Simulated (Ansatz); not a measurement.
# HSE06/def2-SVP run of CH4ClGa (SMILES [CH3][GaH][Cl])

What is the electronic atomisation energy of CH4ClGa at HSE06/def2-SVP? 

The calculation is run with Ansatz 0.2.0.

62 further runs of the same task are left out: 62 set aside as unsound or not needed. Runs told in other sessions of the task aren't counted.

**1. The molecule**

CH4ClGa has 7 atoms, charge 0, and is taken as a singlet. SMILES: `[CH3][GaH][Cl]`. The coordinates come from a PBE0-D4/def2-TZVP relaxation.

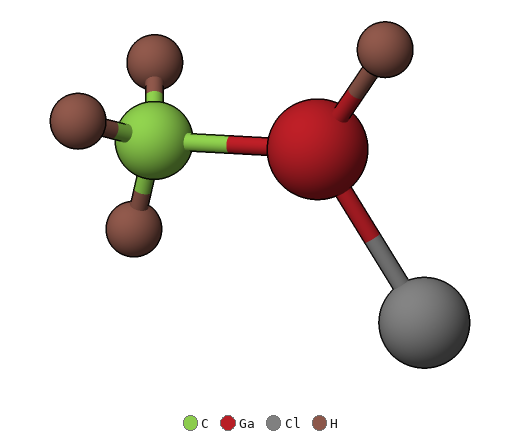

The structure, seen from a chosen angle (carbon green, gallium red, chlorine grey, hydrogen brown).

**2. A single-point energy at HSE06/def2-SVP**

molecule.yaml

```yaml
crystal:
  periodic: [false, false, false]
  atoms:
    - {symbol: C, position_ang: [-0.730500, 0.588300, -0.200700]}
    - {symbol: Ga, position_ang: [0.846300, -0.538100, 0.035700]}
    - {symbol: Cl, position_ang: [0.865000, -1.794800, 1.792800]}
    - {symbol: H, position_ang: [-0.435900, 1.637200, -0.283800]}
    - {symbol: H, position_ang: [-1.418300, 0.473600, 0.636300]}
    - {symbol: H, position_ang: [-1.245900, 0.318700, -1.126000]}
    - {symbol: H, position_ang: [2.119300, -0.684800, -0.854300]}
basis:
  gaussian: {orbitals: def2-SVP}
accuracy: high
hamiltonian: {xc: {name: HSE06}}
output: {orbitals: {seedname: orbitals}}
```

The run is started by

```bash
$ ansatz run molecule.yaml --threads 1 --pin off --max-ram 3480MiB --events-out events.jsonl --progress --plain --runs-dir runs
```

The log of the run:

```text
Warning: RAYON_NUM_THREADS=1 ignored (pool sized by the plan → 1); use --threads N
Functional definition: HSE06
  name "HSE06"
  parameter a = 0.25
  parameter omega = 0.11/bohr
  exchange = pbe_x - a*pbe_x_sr(omega) + a*exact_x_sr(omega)
  correlation = pbe_c
1770 factors; integrals over basis functions are off by at most 8.8e-9 eV
91 factors; integrals over basis functions are off by at most 2.0e-9 eV
mean field evaluation 1: about -65974.7164 eV, gradient 4.9e1 eV
mean field evaluation 2: about -65970.2895 eV, gradient 6.2e1 eV
mean field evaluation 4: about -65980.2426 eV, gradient 1.5e0 eV
mean field evaluation 8: about -65980.3355 eV, gradient 8.0e-2 eV
mean field evaluation 16: about -65980.3355 eV, gradient 5.2e-6 eV
mean field -65980.33547633 eV, -2424.7326056774 hartree, gradient 2.2e-8 eV, S^2 0.000000; 0 other end points of the search recorded, 0 dependent functions left out
reference -65980.33547969 eV, -2424.7326058009 hartree; 29, 29 occupied and 55, 55 virtual orbitals, 1770 factors
Total energy: -65980.33547969 eV, -2424.7326058009 hartree
```

It took 3.9 s on 1 thread of Intel Xeon 6975P-C (Granite Rapids), shared host; peak memory 0.3 GiB.

**3. The C atom, same level**

input.yaml

```yaml
crystal:
  periodic: [false, false, false]
  atoms:
    - symbol: C
      position_ang: [0.000000, 0.000000, 0.000000]
basis:
  gaussian:
    orbitals: def2-SVP
total_charge: 0
magnetization:
  spin_polarized: true
  initial_magnetization: 2
hamiltonian:
  xc: {name: HSE06}
accuracy: high
```

Run the same way, it converges to -37.75830 Eh (log not shown).

**4. The Cl atom, same level**

run.yaml

```yaml
crystal:
  periodic: [false, false, false]
  atoms:
    - symbol: Cl
      position_ang: [0.000000, 0.000000, 0.000000]
basis:
  gaussian: {orbitals: def2-SVP}
magnetization: {spin_polarized: true, initial_magnetization: 1}
hamiltonian: {xc: hse06}
accuracy: high
```

Run the same way, it converges to -459.83072 Eh (log not shown).

**5. The Ga atom, same level**

job.yaml

```yaml
crystal:
  periodic: [false, false, false]
  atoms:
    - symbol: Ga
      position_ang: [0.000000, 0.000000, 0.000000]
basis:
  gaussian:
    orbitals: def2-SVP
hamiltonian:
  xc: {name: HSE06}
magnetization:
  spin_polarized: true
  initial_magnetization: 1
accuracy: high
```

Run the same way, it converges to -1924.30524 Eh (log not shown).

**6. The H atom at the same level**

input.yaml

```yaml
crystal:
  periodic: [false, false, false]
  atoms:
    - {symbol: H, position_ang: [0.000000, 0.000000, 0.000000]}
basis:
  gaussian: {orbitals: def2-SVP}
magnetization: {spin_polarized: true, initial_magnetization: 1}
hamiltonian: {xc: {name: HSE06}}
accuracy: high
```

Run the same way, it converges to -0.50000 Eh (log not shown).

**7. What came out**

At HSE06/def2-SVP:

| quantity | value |
| --- | --- |
| molecule: total energy | -2424.73261 Eh |
| molecule: HOMO energy | -7.60 eV |
| molecule: LUMO energy | -1.60 eV |
| molecule: HOMO–LUMO gap | 6.00 eV |
| C atom: total energy | -37.75830 Eh |
| C atom: ⟨S²⟩ | 2.002 |
| Cl atom: total energy | -459.83072 Eh |
| Cl atom: ⟨S²⟩ | 0.752 |
| Ga atom: total energy | -1924.30524 Eh |
| Ga atom: ⟨S²⟩ | 0.753 |
| H atom: total energy | -0.50000 Eh |
| H atom: ⟨S²⟩ | 0.750 |
| electronic atomisation energy | 22.812 eV |

**Reading.** Taking the molecule apart into free atoms costs 22.81 eV (526 kcal/mol), before zero-point energy and without spin-orbit coupling.
